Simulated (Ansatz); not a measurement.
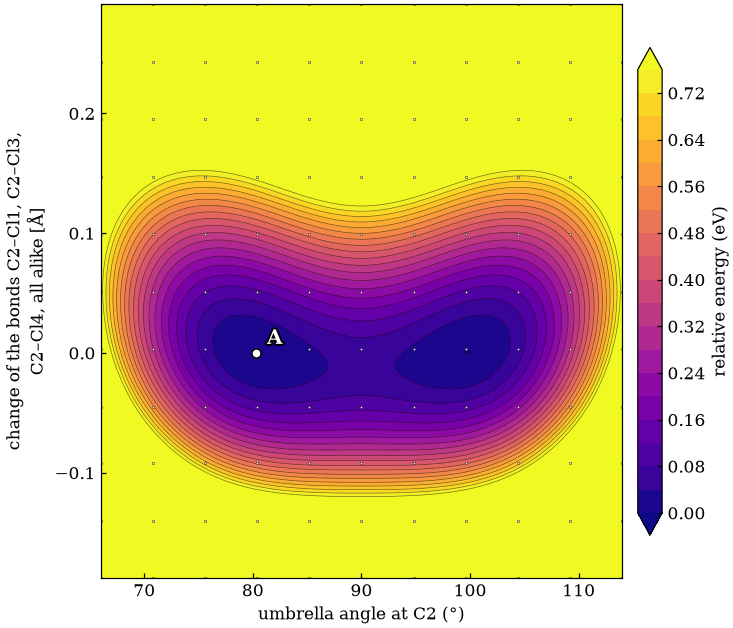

CCl3, SMILES Cl[C](Cl)Cl, spin multiplicity 2. The first coordinate is: umbrella angle at C2 (between each of its bonds and their common axis; 90 is planar); the second: change of the bonds C2–Cl1, C2–Cl3, C2–Cl4, all alike. Nothing is relaxed (all other coordinates rigid). The scan uses an 11 × 11 grid; 66 points were computed and 55 follow by symmetry. Points are written as (first, second). All energies are given in eV relative to the lowest grid point. Computed with UKS wB97X-V/def2-SVP (Ansatz 0.2.0).

In the figure: filled contours, dots at the grid points, one colour for all values above the top of the scale, the well A. Between grid points the surface is interpolated.

Estimate the position of the minimum and the force constants in these coordinates. Take the well at A.

The interpolated minimum is at the first coordinate ≈ 80.3°, the second coordinate ≈ 0.000 Å. The curvatures there are about 14 eV/rad² and 95 eV/Å², with a cross term of about 12 eV/(rad·Å). Round the minimum the valley is somewhat tilted: raising the first coordinate shifts the best value of the second coordinate downwards (coupling k₁₂/√(k₁₁k₂₂) about 0.3).
